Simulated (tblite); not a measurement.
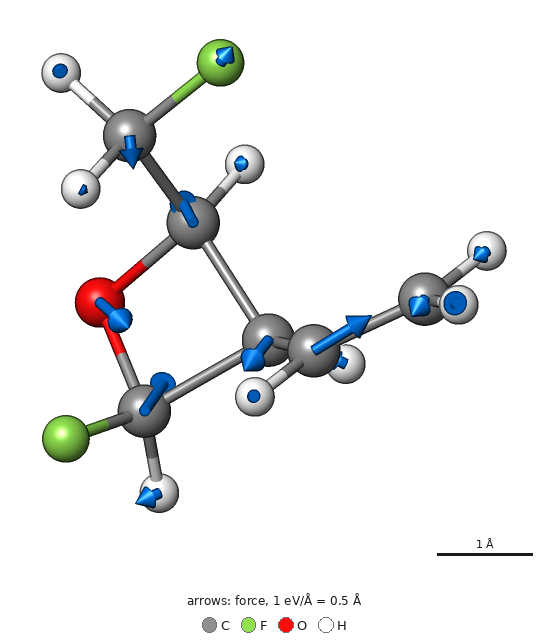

Starting geometry of C$_{6}$H$_{8}$F$_{2}$O with the computed forces as blue arrows. A ball-and-stick model, seen at a tilt.

Theory: tblite 0.8.0, GFN2-xTB geometry optimisation, gas phase. 

Is this structure relaxed? If not, where do the atoms go?

It isn't relaxed: the largest force vector, on a C atom, is 2.10 eV/Å. The final displacements have little in common with the starting forces (cosine between the two patterns 0.18). The largest move after the best rigid fit is that of an H atom, 0.31 Å. By element the largest moves are H 0.31 Å, F 0.29 Å, O 0.18 Å, C 0.10 Å. Near-neighbour distances that change, for instance: C–O 1.452 → 1.397 Å, C–F 1.344 → 1.370 Å, C–C 1.529 → 1.554 Å, C–O 1.457 → 1.435 Å. Bond angles that change, for instance: C–C–H 113.1° → 119.3°, F–C–H 112.0° → 106.1°, C–C–C 121.5° → 117.3°. After 69 geometry steps the energy has fallen by 23.5 kJ/mol.
